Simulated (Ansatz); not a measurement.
**Phonons of YBRh3 (Pm-3m) against volume**

Wanted: mode Grüneisen parameters of YBRh3 (Pm-3m).

Calculated with Ansatz 0.2.0; DFT PBEsol, scalar-relativistic, plane waves, PAW; PAW set soft_1.

### 1. Starting point

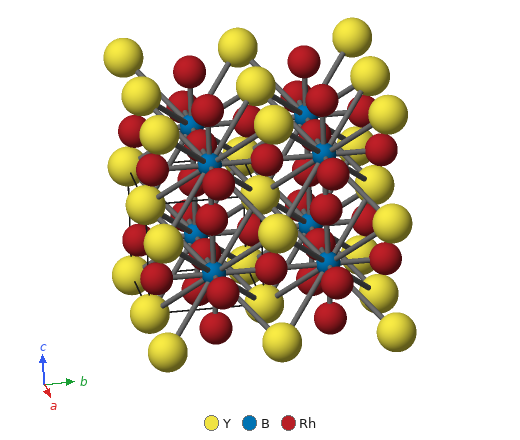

Start, viewed slightly off an axis; yttrium yellow, boron blue, rhodium red. 2×2×2 cells are drawn. Some periodic images of atoms are drawn too.

### 2. The dispersion

The cell comes from relaxations at this level that are not shown. Stability and thermal properties need the whole zone. Linear response on a 4×4×4 q mesh gives force constants as far as a supercell of that size would.

File input.yaml:

```yaml
crystal:
  lattice:
    - [4.1494386865, 0.0, 0.0]
    - [0.0, 4.1494386865, 0.0]
    - [0.0, 0.0, 4.1494386865]
  atoms:
    - { symbol: "Y", position: [0.0, 0.0, 0.0] }
    - { symbol: B, position: [0.5, 0.5, 0.5] }
    - { symbol: Rh, position: [0.0, 0.5, 0.5] }
    - { symbol: Rh, position: [0.5, 0.0, 0.5] }
    - { symbol: Rh, position: [0.5, 0.5, 0.0] }
kpoints:
  mp_grid: { grid: [8, 8, 8] }
hamiltonian:
  xc: pbesol
  pseudopotentials: { kind: paw, azcp: { folder: soft_1 }, xc_functional: pbe }
scf:
  occupations: { method: methfessel_paxton, width: 0.2 }
output:
  eigenvalues: true
phonons:
  method: dfpt
  qmesh: [4, 4, 4]
  temperatures: { t_max: 1000, t_step: 50 }
  qpath:
    path:
      - [[0.0, 0.0, 0.0], [0.0, 0.5, 0.0], [0.5, 0.5, 0.0], [0.0, 0.0, 0.0], [0.5, 0.5, 0.5], [0.0, 0.5, 0.0]]
      - [[0.5, 0.5, 0.5], [0.5, 0.5, 0.0]]
    npoints: 10
```

Run with:

```
$ ansatz run input.yaml --threads 4 --pin off --max-ram 10240MiB --backend cpu --events-out ev --progress --plain --runs-dir out
```

Numbers of over 12 decimals in the logs are rounded to 6 here.

The log of the run:

```text
Engine: ansatz 0.2.0, aarch64-unknown-linux-gnu
Pseudopotentials: kind: paw
Pseudopotential: Y, paw, valence charge 11, recommended cutoff 420 eV (normal), soft_1/Y.paw.azcp
Pseudopotential: B, paw, valence charge 3, recommended cutoff 420 eV (normal), soft_1/B.paw.azcp
Pseudopotential: Rh, paw, valence charge 17, recommended cutoff 420 eV (normal), soft_1/Rh.paw.azcp
Functional definition: PBEsol
  exchange = pbesol_x
  correlation = pbesol_c
Crystal: 5 atoms, lattice volume = 71.444 Å³
Basis set: ecut = 420 eV, 1365 PW (Γ), exchange–correlation on 60×60×60 points (8 copies of the dense FFT grid, shifted against one another)
Bands: 39, of which v1, the nominal top of the filled ones, is band 33 counted from 1 (32 counted from 0)
Symmetry: 48 space group operations
k-points: 35 of 512
Non-local potential: Y, projectors of the file, l = 0: 3, l = 1: 2, l = 2: 2, l = 3: 1
Non-local potential: B, projectors of the file, l = 0: 2, l = 1: 2, l = 2: 1
Non-local potential: Rh, projectors of the file, l = 0: 3, l = 1: 2, l = 2: 2, l = 3: 1
PAW form: soft (Blöchl's): semilocal exchange-correlation on the pseudo side does not see the compensation charge
PAW frozen core: Y, regenerated for the run's functional, and the local potential with it (the file was generated under x = pbe(κ = 0.804, μ = 0.219515), c = pbe(β = 0.066725))
PAW frozen core: B, regenerated for the run's functional, and the local potential with it (the file was generated under x = pbe(κ = 0.804, μ = 0.219515), c = pbe(β = 0.066725))
PAW frozen core: Rh, regenerated for the run's functional, and the local potential with it (the file was generated under x = pbe(κ = 0.804, μ = 0.219515), c = pbe(β = 0.066725))
PAW one-centre angular grid: Y, 590 points (default); XC on 64 Gauss nodes
PAW one-centre angular grid: B, 110 points (default); XC on 64 Gauss nodes
PAW one-centre angular grid: Rh, 590 points (default); XC on 64 Gauss nodes
Initial density: superposition of atomic densities (chi_scale 0.1, normalization cell, long waves kept (reshape's long-wave potential 0.00 eV rms))
Initial wavefunctions: pseudopotential atomic-orbital guess
Functional: x = pbesol(κ = 0.804, μ = 0.123457), c = pbesol(β = 0.046)
SCF iter   1: F=—  HF=-22975.547653 eV  |F-HF|=—  |Δ(HF+E_count)|=         —  Δρ=2.03e-1  dr2=4.34e1  ethr=3.10e-3  ⟨swp⟩=4.9  Hψ=4323  notcnv=0
preconditioner: auto → Kerker (q_TF=auto, 2.686 Å⁻¹)  [metal: Δε(μ)=0.108 eV  Ē_g=8.675 eV  σ=0.200 eV  W_gap=0.42  n_scr=26 (ndim 8)  ℏωp=27.4 eV  f_vac=0.000  D(μ)=2.64/eV (n_scr^D=18)]
SCF iter   2: F=—  HF=-22969.522829 eV  |F-HF|=—  |Δ(HF+E_count)|=    6.02e0  S|Δr|=    0.00e0  Δρ=8.50e-2  dr2=8.57e0  ethr=3.10e-3  ⟨swp⟩=2.5  Hψ=2924  notcnv=0  defer=5
SCF iter   3: F=—  HF=-22968.161624 eV  |F-HF|=—  |Δ(HF+E_count)|=    1.36e0  S|Δr|=    0.00e0  Δρ=1.79e-2  dr2=4.32e-1  ethr=3.10e-3  ⟨swp⟩=2.3  Hψ=2360  notcnv=0  defer=34
SCF iter   4: F=—  HF=-22968.041955 eV  |F-HF|=—  |Δ(HF+E_count)|=   1.20e-1  S|Δr|=    0.00e0  Δρ=5.25e-3  dr2=3.23e-2  ethr=6.64e-4  ⟨swp⟩=2.2  Hψ=2271  notcnv=0  defer=41
SCF iter   5: F=—  HF=-22968.036437 eV  |F-HF|=—  |Δ(HF+E_count)|=   5.52e-3  S|Δr|=    0.00e0  Δρ=1.75e-3  dr2=3.89e-3  ethr=4.97e-5  ⟨swp⟩=1.9  Hψ=1703  notcnv=0  defer=41
SCF iter   6: F=—  HF=-22968.035111 eV  |F-HF|=—  |Δ(HF+E_count)|=   1.33e-3  S|Δr|=    0.00e0  Δρ=3.67e-4  dr2=1.09e-4  ethr=5.99e-6  ⟨swp⟩=2.0  Hψ=1959  notcnv=0  defer=41
SCF iter   7: F=—  HF=-22968.035080 eV  |F-HF|=—  |Δ(HF+E_count)|=   3.10e-5  S|Δr|=    0.00e0  Δρ=5.09e-5  dr2=1.10e-6  ethr=1.68e-7  ⟨swp⟩=2.0  Hψ=2027  notcnv=0  defer=41
SCF iter   8: F=—  HF=-22968.035091 eV  |F-HF|=—  |Δ(HF+E_count)|=   1.05e-5  S|Δr|=    0.00e0  Δρ=1.05e-5  dr2=6.39e-8  ethr=1.69e-9  ⟨swp⟩=2.5  Hψ=2284  notcnv=0  defer=39
SCF iter   9: F=—  HF=-22968.035091 eV  |F-HF|=—  |Δ(HF+E_count)|=   3.31e-7  S|Δr|=    0.00e0  Δρ=2.66e-6  dr2=4.74e-9  ethr=9.83e-11  ⟨swp⟩=2.3  Hψ=2087  notcnv=0  defer=39
SCF iter  10: F=—  HF=-22968.035091 eV  |F-HF|=—  |Δ(HF+E_count)|=  7.09e-10  S|Δr|=    0.00e0  Δρ=5.09e-7  dr2=1.94e-10  ethr=7.30e-12  ⟨swp⟩=2.3  Hψ=2111  notcnv=0  defer=39
SCF iter  11: F=—  HF=-22968.035091 eV  |F-HF|=—  |Δ(HF+E_count)|=  4.73e-11  S|Δr|=    0.00e0  Δρ=1.10e-7  dr2=1.07e-11  ethr=1.00e-12  ⟨swp⟩=1.3  Hψ=1356  notcnv=0  defer=39
SCF iter  12: F=-22968.035091 eV  HF=-22968.035091 eV  |F-HF|=7.28e-12  |Δ(HF+E_count)|=  7.28e-12  S|Δr|=    0.00e0  Δρ=2.55e-8  dr2=3.72e-13  ethr=1.00e-12  ⟨swp⟩=10.1  Hψ=5846  notcnv=0
SCF 1 converged in 12 iterations: F = -22968.035091 eV  dr2 = 3.72e-13
  greatest PAW one-centre occupation: 0.999 electrons in one spin orbital (limit 2), on the Rh atom at site 2 (counted from 0), in its partial waves of l = 0
phonons: the bands overlap, so this run is a metal and interpolates without the dipole-dipole term. If the crystal is really an insulator or semiconductor, its LO-TO splitting is missing
NSCF: frozen V_eff on 35 k-points
NSCF: frozen V_eff on 125 k-points
DFPT response loops at q = (0, 0, 0) (fractional): preconditioner auto → Kerker (q_TF=auto, 2.686 Å⁻¹) (partly filled bands, converged f_vac=0.000); β = 1.00, the filter's whole step (`scf.mixing.beta` (0.50) is not read by the response loops under this deck's `scf.mixing.preconditioner`; to damp them name `kerker` or `kerker_dos`, under which they read `scf.mixing.beta`, and type it under 1.00, their step now; both keys bind the ground state too); Broyden in place of MSR1
NSCF: frozen V_eff on 400 k-points
DFPT response loops at q = (0, 0, 0.25) (fractional): mixed as the last ones told, above
NSCF: frozen V_eff on 250 k-points
DFPT response loops at q = (0, 0, -0.5) (fractional): mixed as the last ones told, above
NSCF: frozen V_eff on 640 k-points
DFPT response loops at q = (0, 0.25, 0.25) (fractional): mixed as the last ones told, above
NSCF: frozen V_eff on 400 k-points
DFPT response loops at q = (0, 0.25, -0.5) (fractional): mixed as the last ones told, above
NSCF: frozen V_eff on 250 k-points
DFPT response loops at q = (0, -0.5, -0.5) (fractional): mixed as the last ones told, above
NSCF: frozen V_eff on 1024 k-points
DFPT response loops at q = (0.25, 0.25, 0.25) (fractional): mixed as the last ones told, above
NSCF: frozen V_eff on 640 k-points
DFPT response loops at q = (0.25, 0.25, -0.5) (fractional): mixed as the last ones told, above
NSCF: frozen V_eff on 400 k-points
DFPT response loops at q = (0.25, -0.5, -0.5) (fractional): mixed as the last ones told, above
NSCF: frozen V_eff on 250 k-points
DFPT response loops at q = (-0.5, -0.5, -0.5) (fractional): mixed as the last ones told, above
SCF converged after 12 iterations
Stability not checked: this state was not tested for a lower state beside it, because cold or Methfessel-Paxton smearing, or corrected tetrahedra, fill the levels in a way that the test cannot read (fill_not_monotonic; see scf.lower_state_search)
Free energy (F): -22968.035091 eV
Harris-Foulkes:  -22968.035091 eV  (|F-HF|=7.28e-12)
Internal energy: -22968.025611 eV  (E = F + TS)
E sigma→0 (E₀):  -22968.032721 eV
Entropy (-TS):   -0.009480 eV (-1.896 meV/atom)
Fermi energy:    17.806869 eV
--- Per-component energies (eV) ---
  E_band       = -451.321364
  E_kinetic    = 1984.182627
  E_local      = -5902.249902  (includes V_loc(G=0)·N_el)
  E_nonlocal   = 940.133045
  E_hartree    = 2222.883334
  E_xc         = -814.966429
  E_vxc        = -1005.692543  (∫ρ·V_xc dr)
  E_paw        = -13461.206534  (= ΣΔE_a)
  E_vpaw       = -913.461551  (= ΣTr[D̂ρ^β])
  E_aug_tail   = 0.000302  (compensation charges beyond the density's cutoff)
  E_ewald      = -7937.794139
  E_core_change = 0.992086  (= ΣΔE_core)
  E_smearing   = -0.009480  (= −TS)
  E_closure    = -0.000000  (closes the sum)
  Σ components = -22968.035091   (vs F -22968.035091, Δ=0.00e0)
--- Band table (eV; the first three rows and the last of 35) ---
  k-point 0: bands = [... 29 lower, 17.1163, 17.1163, 18.1061, 18.1105, 18.1105, 18.1105, 21.6554, 21.6554, ... 2 higher]
  k-point 1: bands = [... 29 lower, 16.6724, 17.4399, 17.9908, 18.1108, 18.6019, 18.6019, 21.5853, 21.8664, ... 2 higher]
  k-point 2: bands = [... 29 lower, 16.5439, 17.2216, 17.6628, 18.1116, 19.2738, 19.2738, 21.4030, 22.2106, ... 2 higher]
  k-point 34: bands = [... 29 lower, 17.9409, 17.9409, 17.9409, 19.3677, 19.3677, 19.3677, 20.0924, 20.0924, ... 2 higher]
--- Phonons (Γ-DFPT): 4 representative perturbations + reference (Σ response iterations 14) ---
  ASR residual: 1.479e-5 → 0.000e0 eV/Å²; symmetrization residual: 7.774e-6 eV/Å²
  ASR residual per site (eV/Å²): 1.48e-5 1.80e-6 9.61e-6 9.61e-6 9.61e-6
  Γ frequencies (cm⁻¹): 0.00 0.00 0.00 114.57 114.57 114.57 151.63 151.63 151.63 182.11 182.11 182.11 539.13 539.13 539.13
--- Phonons (arbitrary-q DFPT): 10 irreducible q on the 4×4×4 mesh ---
  q = [0.0000, 0.0000, 0.0000] (star 1, of the zone-centre solve; hermiticity 8.65e-7, symmetrization 1.02e-12): -0.00 -0.00 -0.00 114.57 114.57 114.57 151.63 151.63 151.63 182.11 182.11 182.11 539.13 539.13 539.13
  q = [0.0000, 0.0000, 0.2500] (star 6, 9 solved perturbations in 1560 linear systems a pass and spin channel, the states on 200 of 512 k-point pairs; hermiticity 8.36e-7, symmetrization 6.47e-13): 54.18 54.18 99.74 118.32 118.32 149.99 149.99 160.33 177.25 179.66 179.66 194.59 540.31 540.31 599.47
  q = [0.0000, 0.0000, -0.5000] (star 3, 9 solved perturbations in 975 linear systems a pass and spin channel, the states on 125 of 512 k-point pairs; hermiticity 8.80e-7, symmetrization 8.31e-13): 96.84 96.84 102.90 102.90 144.09 147.55 147.55 160.65 175.87 175.87 177.92 224.17 541.51 541.51 655.89
  q = [0.0000, 0.2500, 0.2500] (star 12, 9 solved perturbations in 2460 linear systems a pass and spin channel, the states on 320 of 512 k-point pairs; hermiticity 8.66e-7, symmetrization 1.53e-13): 74.53 76.34 122.24 128.32 145.40 147.10 147.48 171.40 175.62 177.61 183.10 206.23 540.57 596.02 604.30
  q = [0.0000, 0.2500, -0.5000] (star 12, 15 solved perturbations on 200 of 512 k-point pairs; hermiticity 8.51e-7, symmetrization 4.47e-14): 101.35 102.03 117.56 119.45 145.39 147.05 153.52 169.43 176.96 179.97 180.50 235.65 541.16 601.81 656.70
  q = [0.0000, -0.5000, -0.5000] (star 3, 9 solved perturbations in 975 linear systems a pass and spin channel, the states on 125 of 512 k-point pairs; hermiticity 8.74e-7, symmetrization 1.79e-13): 109.23 109.23 113.12 119.33 141.59 141.59 154.57 163.41 181.91 181.91 194.47 257.74 541.21 656.57 656.57
  q = [0.2500, 0.2500, 0.2500] (star 8, 4 solved perturbations in 1376 linear systems a pass and spin channel, the states on 512 of 512 k-point pairs; hermiticity 9.11e-7, symmetrization 5.41e-13): 87.93 87.93 140.22 140.62 140.62 145.53 163.12 172.94 172.94 183.07 183.07 215.54 597.29 597.29 608.29
  q = [0.2500, 0.2500, -0.5000] (star 12, 9 solved perturbations in 2460 linear systems a pass and spin channel, the states on 320 of 512 k-point pairs; hermiticity 7.11e-7, symmetrization 2.01e-13): 104.56 113.96 114.62 131.72 141.87 148.00 173.67 174.40 179.70 182.56 182.66 243.53 598.67 606.31 656.88
  q = [0.2500, -0.5000, -0.5000] (star 6, 9 solved perturbations in 1560 linear systems a pass and spin channel, the states on 200 of 512 k-point pairs; hermiticity 7.02e-7, symmetrization 1.25e-13): 107.09 107.09 122.20 122.52 136.55 136.55 176.89 181.74 184.49 184.49 196.01 262.12 602.46 658.09 658.09
  q = [-0.5000, -0.5000, -0.5000] (star 1, 4 solved perturbations in 350 linear systems a pass and spin channel, the states on 125 of 512 k-point pairs; hermiticity 2.41e-7, symmetrization 5.79e-13): 102.80 102.80 102.80 122.64 122.64 122.64 186.98 186.98 186.98 196.82 196.82 276.59 658.54 658.54 658.54
  sum rule: each row above includes the acoustic sum rule's correction from the zone centre's row sums; it moved no ω² by more than (0.21 cm⁻¹)²
  mesh force constants: q→R imaginary residual 7.18e-19; ASR residual 1.479e-5 → 0.000e0 eV/Å²; symmetrization residual 9.770e-15 eV/Å²
  interpolated dispersion: 62 rows × 15 modes
  density of states and harmonic sums: on the 16×16×16 q-mesh, interpolated from the force constants of a 4×4×4 supercell (no non-analytic term)
  largest difference from the sums on the solved wave vectors: F 9.90e-3 eV, S 1.39e-5 and C_V 3.98e-6 eV/K
  zero-point energy: 0.223964 eV/cell   skipped modes (ω ≤ 0): 3   left out of the sums: 4.88e-5 of the cell's modes: C_V's classical limit lies that fraction below 3 k_B per atom; for a crystal, a wire or a layer, F and S can be off by more, and a phonons.interpolated_qmesh denser along its periods is the remedy for the sampling
```

Wall time 24 min (4 threads of Arm Neoverse V1, shared host); peak memory 3.2 GiB; 1.6 h of CPU time.

This step gave:

```yaml
volume_per_atom: 14.29 Å³
gap_on_the_k_mesh: 0 eV
sum_rule_residual_before_enforcement: 1.48e-5 eV/Å²
lowest_frequency_on_the_path: 0 cm⁻¹
point_group: m-3m
highest_frequency_on_the_path_or_at_a_solved_wavevector: 658.5 cm⁻¹
mean_frequency: 240.9 cm⁻¹
debye_temperature_second_moment: 563 K
logarithmic_mean_frequency: 192.6 cm⁻¹
highest_optical_mode_at_the_zone_centre_no_lo_to_term: 539.1 cm⁻¹
lowest_optical_zone_centre_mode: 114.6 cm⁻¹
lowest_mode_on_the_q_mesh_acoustic_modes_at_gamma_apart: 54.18 cm⁻¹
zero_point_energy_per_atom: 44.79 meV
heat_capacity_at_300_k: 21.66 J/(mol atoms K)
vibrational_entropy_at_300_k: 28.81 J/(mol atoms K)
edges_of_the_widest_gap_between_branches_on_path_and_mesh: 276.6, 539.1 cm⁻¹
```

Frequencies (cm⁻¹) solved at each irreducible wavevector; negative means imaginary. Frequencies by wavevector, by row:

```csv
q in reciprocal lattice units,star,mode 1,mode 2,mode 3,mode 4,mode 13,mode 14,mode 15
0 0 0,1,0,0,0,114.6,539.1,539.1,539.1
0 0 0.25,6,54.2,54.2,99.7,118.3,540.3,540.3,599.5
0 0 -0.5,3,96.8,96.8,102.9,102.9,541.5,541.5,655.9
0 0.25 0.25,12,74.5,76.3,122.2,128.3,540.6,596,604.3
0 0.25 -0.5,12,101.3,102,117.6,119.5,541.2,601.8,656.7
0 -0.5 -0.5,3,109.2,109.2,113.1,119.3,541.2,656.6,656.6
0.25 0.25 0.25,8,87.9,87.9,140.2,140.6,597.3,597.3,608.3
0.25 0.25 -0.5,12,104.6,114,114.6,131.7,598.7,606.3,656.9
0.25 -0.5 -0.5,6,107.1,107.1,122.2,122.5,602.5,658.1,658.1
-0.5 -0.5 -0.5,1,102.8,102.8,102.8,122.6,658.5,658.5,658.5
```

Symmetry leaves 10 wavevectors to solve. The lowest mode among them, the acoustic zeros apart, lies at q = (0, 0, 0.25) and is real, 54.2 cm⁻¹.

### 3. Relaxing at another volume, volume ratio 0.97

The volume is scaled by 0.97 and held; symmetry leaves nothing to relax, so this is a single point. The modes can then be followed against volume.

input.yaml, the sections that differ from step 2:

```yaml
crystal:
  lattice:
    - [4.1075222986, 0.0, 0.0]
    - [0.0, 4.1075222986, 0.0]
    - [0.0, 0.0, 4.1075222986]
  atoms:
    - { symbol: "Y", position: [0.0, 0.0, 0.0] }
    - { symbol: B, position: [0.5, 0.5, 0.5] }
    - { symbol: Rh, position: [0.0, 0.5, 0.5] }
    - { symbol: Rh, position: [0.5, 0.0, 0.5] }
    - { symbol: Rh, position: [0.5, 0.5, 0.0] }
output:
  forces: true
  stress: true
  eigenvalues: true
# kpoints, hamiltonian, scf: as in step 2
# phonons: removed
```

The log of the run:

```text
[...]
Crystal: 5 atoms, lattice volume = 69.301 Å³
Basis set: ecut = 420 eV, 1357 PW (Γ), exchange–correlation on 60×60×60 points (8 copies of the dense FFT grid, shifted against one another)
Bands: 39, of which v1, the nominal top of the filled ones, is band 33 counted from 1 (32 counted from 0)
Symmetry: 48 space group operations
[...]
k-points: 35 of 512
[...]
k-point 0: bands = [... 29 lower, 17.7690, 17.7690, 18.8100, 18.8207, 18.8207, 18.8207, 22.4579, 22.4579, ... 2 higher]
  k-point 1: bands = [... 29 lower, 17.3108, 18.1140, 18.6878, 18.8211, 19.3218, 19.3218, 22.3813, 22.6671, ... 2 higher]
  k-point 2: bands = [... 29 lower, 17.1794, 17.8954, 18.3408, 18.8219, 20.0096, 20.0096, 22.1836, 23.0072, ... 2 higher]
  k-point 34: bands = [... 29 lower, 18.6388, 18.6388, 18.6388, 20.1131, 20.1131, 20.1131, 20.8688, 20.8688, ... 2 higher]
[key lines of the parts left out:]
SCF converged after 8 iterations
Free energy (F): -22967.992232 eV
Fermi energy:    18.498685 eV
P = ⅓ Tr σ = 6.5900 GPa (65.900 kbar)
```

Run time: 1.7 s. Hardware: 4 threads; peak memory 0.42 GiB.

Numbers from this step:

- pressure: 6.590 GPa
- volume per atom: 13.86 Å³

The run ends at a pressure of 6.59 GPa.

(Continued in part 2 of 2.)

[Logs are printed without paths, hosts, clocks, repeated set-up lines and the standing remarks that a program may print on its own settings, such as how far it seeks lower states.]

[Hosts, paths, dates, database ids (printed as entryN), source tags and the programs' standing remarks are cut or masked in the printed files.]
